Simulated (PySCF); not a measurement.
The calculation's input:

```
{"job": {"kind": "nmr", "xc": "PBE0", "basis": "pcSseg-1"}, "charge": -1, "multiplicity": 1}
P      3.039219    -0.166119    -1.006526
C      2.194073    -1.278684     0.246190
P      1.147223    -0.514780     1.599246
C     -0.295032    -0.092962     0.653903
C     -0.678952    -0.273897    -0.651588
C     -2.034576     0.306999    -0.948136
C     -2.628169     0.486666     0.456689
C     -1.405230     0.678034     1.358251
H      1.909931     0.652649    -1.320743
H      3.557212     0.789666    -0.073903
H      1.620250    -2.013101    -0.352461
H      3.011384    -1.853485     0.717398
H     -0.064196    -0.741862    -1.425243
H     -2.673694    -0.335288    -1.586867
H     -1.985597     1.288731    -1.475770
H     -3.359220     1.312186     0.525813
H     -3.150640    -0.441451     0.746376
H     -1.569987     0.331396     2.392994
H     -1.124727     1.746821     1.426607
```

Command:

```sh
OMP_NUM_THREADS=1 python probes_run.py task.json out
```

Geometry: PBE0-D3(BJ)/def2-SVP.

Computed with PBE0/pcSseg-1, SCF density, gas phase, non-relativistic in PySCF.

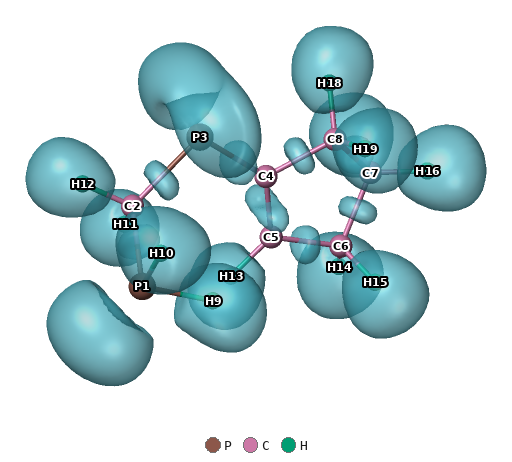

C6H11P2 (SMILES PC[P-]C1=CCCC1) (charge −1). Isosurface of the ELF at 0.85 (cyan), seen at a tilt. Only the valence region is drawn (cores and ρ < 0.01 e/Å³ removed).

Identify the bonds, lone pairs and shells in this picture.

Answer. The surface consists of five regions between bonded C–C atoms (shared pairs), three regions between bonded C–P atoms (shared pairs), eleven regions around hydrogen nuclei and two lobes on P, pointing away from the bonds (lone pairs). Along the contacts the grid gives the following. C–C (1.37 Å): the ELF peaks at about 0.90 between the atoms: localised, covalent bonding. C–P (1.78 Å): the ELF peaks at about 0.95 between the atoms; localised, covalent bonding.
